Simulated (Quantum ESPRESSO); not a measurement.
# Grüneisen parameters and expansion of KCl (Fm-3m)

Which modes of KCl drive its thermal expansion?

Experimental results on record:
- volume expansion coefficient 111.3 1e-6/K and heat capacity C_P per formula unit 51.7 J/mol/K near room temperature (given in “High-Throughput Prediction of Finite-Temperature Properties using the Quasi-Harmonic Approximation”, 2016, arXiv:1603.06924)
- volume expansion coefficient 114.9 1e-6/K near room temperature (given in “Descriptors for thermal expansion in solids”, 2017, arXiv:1701.03966)

Method: DFT LDA, scalar-relativistic, plane waves, GBRV ultrasoft pseudopotentials, in Quantum ESPRESSO 7.5.

## Step 1: Starting point

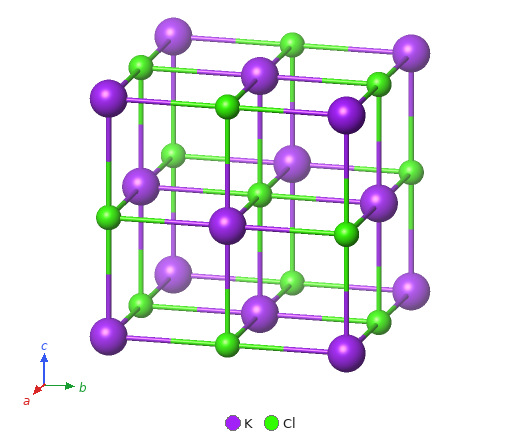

The starting structure, seen slightly off an axis (potassium purple, chlorine green). This picture shows the conventional cell, with its axes. Some periodic images of atoms are drawn too.

## Step 2: Probe on a coarse mesh

A cheap single point shows whether the cell is a metal or an insulator and how far it is from rest; that sets the k-mesh and the occupations of what follows.

probe.in

```
&CONTROL
  calculation = 'scf'
  prefix      = 'x'
  outdir      = './tmp'
  pseudo_dir  = './pseudo'
  tprnfor     = .true.
  tstress     = .true.
  verbosity   = 'high'
/
&SYSTEM
  ibrav       = 0
  nat         = 2
  ntyp        = 2
  ecutwfc     = 40.0
  ecutrho     = 240.0
  occupations = 'smearing'
  smearing    = 'gaussian'
  degauss     = 0.01
/
&ELECTRONS
  conv_thr         = 1.0d-07
  mixing_beta      = 0.7
  electron_maxstep = 100
/
ATOMIC_SPECIES
 K      39.0983  K.upf
 Cl     35.4500  Cl.upf
CELL_PARAMETERS angstrom
     0.000000000    3.146470000    3.146470000
     3.146470000    0.000000000    3.146470000
     3.146470000    3.146470000    0.000000000
ATOMIC_POSITIONS crystal
 K      0.000000000   0.000000000   0.000000000
 Cl     0.500000000   0.500000000   0.500000000
K_POINTS automatic
 6 6 6 0 0 0
```

Launch:

```
$ OMP_NUM_THREADS=1 mpirun -n 8 pw.x -nk 8 -in probe.in > probe.out
```

Log:

```text
Program PWSCF v.7.5

     This program is part of the open-source Quantum ESPRESSO suite
     for quantum simulation of materials; please cite
         "P. Giannozzi et al., J. Phys.:Condens. Matter 21 395502 (2009);
         "P. Giannozzi et al., J. Phys.:Condens. Matter 29 465901 (2017);
         "P. Giannozzi et al., J. Chem. Phys. 152 154105 (2020);
     in publications or presentations arising from this work. More details at

     Message from routine setup:
     using ibrav=0 with symmetry is DISCOURAGED, use correct ibrav instead

     G-vector sticks info
     --------------------
     sticks:   dense  smooth     PW     G-vecs:    dense   smooth      PW
     Sum        1159     769    241                26469    14331    2421

     Using Slab Decomposition

     bravais-lattice index     =            0
     lattice parameter (alat)  =       8.4089  a.u.
     unit-cell volume          =     420.4336 (a.u.)^3
     number of atoms/cell      =            2
     number of atomic types    =            2
     number of electrons       =        16.00
     number of Kohn-Sham states=           12
     kinetic-energy cutoff     =      40.0000  Ry
     charge density cutoff     =     240.0000  Ry
     scf convergence threshold =      1.0E-07
     mixing beta               =       0.7000
     number of iterations used =            8  plain     mixing
     Exchange-correlation=  SLA  PZ   NOGX NOGC
                           (   1   1   0   0   0   0   0)

     celldm(1)=   8.408867  celldm(2)=   0.000000  celldm(3)=   0.000000
     celldm(4)=   0.000000  celldm(5)=   0.000000  celldm(6)=   0.000000

     crystal axes: (cart. coord. in units of alat)
               a(1) = (   0.000000   0.707107   0.707107 )
               a(2) = (   0.707107   0.000000   0.707107 )
               a(3) = (   0.707107   0.707107   0.000000 )

     reciprocal axes: (cart. coord. in units 2 pi/alat)
               b(1) = ( -0.707107  0.707107  0.707107 )
               b(2) = (  0.707107 -0.707107  0.707107 )
               b(3) = (  0.707107  0.707107 -0.707107 )

     PseudoPot. # 1 for K  read from file:
     ./pseudo/K.upf
     Pseudo is Ultrasoft + core correction, Zval =  9.0
     Using radial grid of  841 points,  6 beta functions with:
                l(1) =   0
                l(2) =   0
                l(3) =   1
                l(4) =   1
                l(5) =   2
                l(6) =   2
     Q(r) pseudized with  6 coefficients,  rinner =    1.500   1.500   1.500
                                                       1.500   1.500

     PseudoPot. # 2 for Cl read from file:
     ./pseudo/Cl.upf
     Pseudo is Ultrasoft + core correction, Zval =  7.0
     Using radial grid of  909 points,  6 beta functions with:
                l(1) =   0
                l(2) =   0
                l(3) =   1
                l(4) =   1
                l(5) =   2
                l(6) =   2
     Q(r) pseudized with  8 coefficients,  rinner =    1.300   1.300   1.300
                                                       1.300   1.300

     atomic species   valence    mass     pseudopotential
     K                 9.00    39.09830     K ( 1.00)
     Cl                7.00    35.45000     Cl( 1.00)

     48 Sym. Ops., with inversion, found

                                    s                        frac. trans.

      isym =  1     identity

 cryst.   s( 1) = (     1          0          0      )
                  (     0          1          0      )
                  (     0          0          1      )

 cart.    s( 1) = (  1.0000000 -0.0000000  0.0000000 )
                  ( -0.0000000  1.0000000  0.0000000 )
                  ( -0.0000000  0.0000000  1.0000000 )

      isym =  2     180 deg rotation - cart. axis [0,0,1]

 cryst.   s( 2) = (     0          1         -1      )
                  (     1          0         -1      )
                  (     0          0         -1      )

 cart.    s( 2) = ( -1.0000000  0.0000000  0.0000000 )
                  (  0.0000000 -1.0000000  0.0000000 )
                  (  0.0000000 -0.0000000  1.0000000 )

      isym =  3     180 deg rotation - cart. axis [0,1,0]

 cryst.   s( 3) = (     0         -1          1      )
                  (     0         -1          0      )
                  (     1         -1          0      )

 cart.    s( 3) = ( -1.0000000 -0.0000000 -0.0000000 )
                  (  0.0000000  1.0000000 -0.0000000 )
                  (  0.0000000  0.0000000 -1.0000000 )

      isym =  4     180 deg rotation - cart. axis [1,0,0]

 cryst.   s( 4) = (    -1          0          0      )
                  (    -1          0          1      )
                  (    -1          1          0      )

 cart.    s( 4) = (  1.0000000  0.0000000 -0.0000000 )
                  ( -0.0000000 -1.0000000 -0.0000000 )
                  ( -0.0000000 -0.0000000 -1.0000000 )

      isym =  5     180 deg rotation - cart. axis [1,1,0]

 cryst.   s( 5) = (    -1          0          1      )
[...]
cart.    s( 5) = ( -0.0000000  1.0000000 -0.0000000 )
[...]
isym =  6     180 deg rotation - cart. axis [1,-1,0]

 cryst.   s( 6) = (     0         -1          0      )
[...]
cart.    s( 6) = (  0.0000000 -1.0000000 -0.0000000 )
[...]
isym =  7      90 deg rotation - cart. axis [0,0,-1]

 cryst.   s( 7) = (     0          1          0      )
[...]
cart.    s( 7) = (  0.0000000  1.0000000  0.0000000 )
[...]
isym =  8      90 deg rotation - cart. axis [0,0,1]

 cryst.   s( 8) = (     1          0         -1      )
[...]
cart.    s( 8) = ( -0.0000000 -1.0000000  0.0000000 )
[...]
isym =  9     180 deg rotation - cart. axis [1,0,1]

 cryst.   s( 9) = (    -1          1          0      )
[...]
cart.    s( 9) = (  0.0000000  0.0000000  1.0000000 )
[...]
isym = 10     180 deg rotation - cart. axis [-1,0,1]

 cryst.   s(10) = (     0          0         -1      )
[...]
cart.    s(10) = ( -0.0000000  0.0000000 -1.0000000 )
[...]
isym = 11      90 deg rotation - cart. axis [0,1,0]

 cryst.   s(11) = (     0          0          1      )
[...]
cart.    s(11) = ( -0.0000000 -0.0000000  1.0000000 )
[...]
isym = 12      90 deg rotation - cart. axis [0,-1,0]

 cryst.   s(12) = (     1         -1          0      )
[...]
1.0000   1.0000   1.0000   1.0000   1.0000   1.0000   1.0000   1.0000
     0.0000   0.0000   0.0000   0.0000

          k = 0.2357 0.0000-0.0000 (  1800 PWs)   bands (ev):

   -26.2459 -11.4646  -9.9145  -9.9145  -9.8246   0.1843   0.5554   0.5554
     6.1654   8.0237   9.4182   9.4191

     occupation numbers
     1.0000   1.0000   1.0000   1.0000   1.0000   1.0000   1.0000   1.0000
     0.0000   0.0000   0.0000   0.0000

          k = 0.3536 0.1179-0.1179 (  1804 PWs)   bands (ev):

   -26.2411 -11.5030  -9.9247  -9.9226  -9.7813  -0.1287   0.3875   0.4387
     7.1654   7.8547  10.1478  10.3054

     occupation numbers
     1.0000   1.0000   1.0000   1.0000   1.0000   1.0000   1.0000   1.0000
     0.0000   0.0000   0.0000   0.0000

          k =-0.2357-0.4714 0.4714 (  1787 PWs)   bands (ev):

   -26.2372 -11.5434  -9.9391  -9.9223  -9.7287  -0.3353   0.2306   0.3113
     7.8887   8.6104  10.6219  10.8658

     occupation numbers
     1.0000   1.0000   1.0000   1.0000   1.0000   1.0000   1.0000   1.0000
     0.0000   0.0000   0.0000   0.0000

          k =-0.1179-0.3536 0.3536 (  1800 PWs)   bands (ev):

   -26.2381 -11.5478  -9.9499  -9.9105  -9.7151  -0.3125   0.2839   0.2947
     7.8312   8.5597  10.2898  10.4233

     occupation numbers
     1.0000   1.0000   1.0000   1.0000   1.0000   1.0000   1.0000   1.0000
     0.0000   0.0000   0.0000   0.0000

          k = 0.0000-0.2357 0.2357 (  1817 PWs)   bands (ev):

[...]
occupation numbers
[...]
k = 0.4714 0.0000-0.0000 (  1768 PWs)   bands (ev):

[...]
occupation numbers
[...]
k =-0.1179-0.5893 0.5893 (  1785 PWs)   bands (ev):

[...]
occupation numbers
[...]
k =-0.0000-0.4714 0.4714 (  1790 PWs)   bands (ev):

[...]
occupation numbers
[...]
k =-0.7071 0.0000 0.0000 (  1772 PWs)   bands (ev):

   -26.2346 -11.3125 -10.0554  -9.9598  -9.9598  -0.0670   0.3949   0.3949
     6.7978   8.5870  10.2723  10.6429

     occupation numbers
     1.0000   1.0000   1.0000   1.0000   1.0000   1.0000   1.0000   1.0000
     0.0000   0.0000   0.0000   0.0000

          k =-0.2357-0.4714 0.7071 (  1806 PWs)   bands (ev):

   -26.2373 -11.4796  -9.9667  -9.9385  -9.7910  -0.1780   0.2948   0.3087
     7.7983   8.0654  10.2358  11.0098

     occupation numbers
     1.0000   1.0000   1.0000   1.0000   1.0000   1.0000   1.0000   1.0000
     0.0000   0.0000   0.0000   0.0000

          k =-0.1179-0.3536 0.5893 (  1792 PWs)   bands (ev):

   -26.2354 -11.4659  -9.9837  -9.9637  -9.7839  -0.1327   0.1634   0.2535
     8.2141   8.4735  10.0125  10.3596

     occupation numbers
     1.0000   1.0000   1.0000   1.0000   1.0000   1.0000   1.0000   1.0000
     0.0000   0.0000   0.0000   0.0000

          k =-0.7071 0.2357 0.0000 (  1786 PWs)   bands (ev):

   -26.2345 -11.3881 -10.0313  -9.9838  -9.8454   0.0224   0.1791   0.2490
     7.5313   9.1938   9.3341  10.5202

     occupation numbers
     1.0000   1.0000   1.0000   1.0000   1.0000   1.0000   1.0000   1.0000
     0.0000   0.0000   0.0000   0.0000

     the Fermi energy is     2.3752 ev

!    total energy              =     -90.53861793 Ry
     estimated scf accuracy    <          3.8E-09 Ry
     smearing contrib. (-TS)   =      -0.00000000 Ry
     internal energy E=F+TS    =     -90.53861793 Ry

     The total energy is F=E-TS. E is the sum of the following terms:
     one-electron contribution =     -30.36559649 Ry
     hartree contribution      =      19.82935226 Ry
     xc contribution           =     -18.33549364 Ry
     ewald contribution        =     -61.66688006 Ry

     convergence has been achieved in   7 iterations

     negative rho (up, down):  1.430E-02 0.000E+00

     Forces acting on atoms (cartesian axes, Ry/au):

     atom    1 type  1   force =    -0.00000000   -0.00000000    0.00000000
     atom    2 type  2   force =    -0.00000000   -0.00000000    0.00000000
     The non-local contrib.  to forces
     atom    1 type  1   force =     0.00000000    0.00000000   -0.00000000
     atom    2 type  2   force =    -0.00000000   -0.00000000   -0.00000000
     The ionic contribution  to forces
     atom    1 type  1   force =     0.00000000    0.00000000    0.00000000
     atom    2 type  2   force =     0.00000000   -0.00000000    0.00000000
     The local contribution  to forces
     atom    1 type  1   force =     0.00000000    0.00000000    0.00000000
     atom    2 type  2   force =    -0.00000000   -0.00000000   -0.00000000
     The core correction contribution to forces
     atom    1 type  1   force =    -0.00000000   -0.00000000    0.00000000
     atom    2 type  2   force =    -0.00000000    0.00000000   -0.00000000
     The Hubbard contrib.    to forces
     atom    1 type  1   force =     0.00000000    0.00000000    0.00000000
     atom    2 type  2   force =     0.00000000    0.00000000    0.00000000
     The SCF correction term to forces
     atom    1 type  1   force =    -0.00000000   -0.00000000   -0.00000000
     atom    2 type  2   force =    -0.00000000   -0.00000000   -0.00000000

     Total force =     0.000000     Total SCF correction =     0.000000

     Computing stress (Cartesian axis) and pressure

     negative rho (up, down):  1.430E-02 0.000E+00
          total   stress  (Ry/bohr**3)                   (kbar)     P=      -26.33
  -0.00017902   0.00000000  -0.00000000          -26.33        0.00       -0.00
   0.00000000  -0.00017902  -0.00000000            0.00      -26.33       -0.00
  -0.00000000  -0.00000000  -0.00017902           -0.00       -0.00      -26.33

     kinetic stress (kbar)   6876.14     -0.00     -0.00
                               -0.00   6876.14     -0.00
                               -0.00     -0.00   6876.14

     local   stress (kbar)  -5075.23     -0.00      0.00
                               -0.00  -5075.23      0.00
                                0.00      0.00  -5075.23

     nonloc. stress (kbar)   4816.95      0.00      0.00
                                0.00   4816.95      0.00
                                0.00      0.00   4816.95

     hartree stress (kbar)   2312.69      0.00      0.00
                                0.00   2312.69      0.00
                                0.00      0.00   2312.69

     exc-cor stress (kbar)   -277.13      0.00      0.00
                                0.00   -277.13      0.00
                                0.00      0.00   -277.13

     corecor stress (kbar)  -1487.56     -0.00      0.00
                               -0.00  -1487.56     -0.00
                                0.00     -0.00  -1487.56

     ewald   stress (kbar)  -7192.19      0.00      0.00
                                0.00  -7192.19      0.00
                                0.00      0.00  -7192.19

     hubbard stress (kbar)      0.00      0.00      0.00
                                0.00      0.00      0.00
                                0.00      0.00      0.00

     DFT-D   stress (kbar)      0.00      0.00      0.00
[...]
XDM     stress (kbar)      0.00      0.00      0.00
[...]
dft-nl  stress (kbar)      0.00      0.00      0.00
                                0.00      0.00      0.00
                                0.00      0.00      0.00

     TS-vdW  stress (kbar)      0.00      0.00      0.00
                                0.00      0.00      0.00
                                0.00      0.00      0.00

     MDB     stress (kbar)      0.00      0.00      0.00
                                0.00      0.00      0.00
                                0.00      0.00      0.00

     3D-RISM stress (kbar)      0.00      0.00      0.00
                                0.00      0.00      0.00
                                0.00      0.00      0.00

     Writing all to output data dir ./tmp/x.save/ :
     XML data file, charge density, pseudopotentials, collected wavefunctions

   JOB DONE.
```

Run time: 4.1 s. Hardware: 8 MPI ranks of Arm Neoverse N1, shared host; 32 s of CPU time.

This step gave:

```yaml
volume_per_atom: 31.15 Å³
pressure: -2.633 GPa
gap_on_the_k_mesh: 4.741 eV
```

The start is under -2.6 GPa at this level and looks like an insulator or semiconductor on this mesh.

[end of part 1 of 8]

[Logs are printed without paths, hosts, clocks, repeated set-up lines and the standing remarks that a program may print on its own settings, such as how far it seeks lower states.]

[Hosts, paths, dates, database ids (printed as entryN), source tags and the programs' standing remarks are cut or masked in the printed files.]

[A step with changed settings may run another functional than the one named; its input shows which.]

[Of the runs on displaced cells, only some may be shown.]
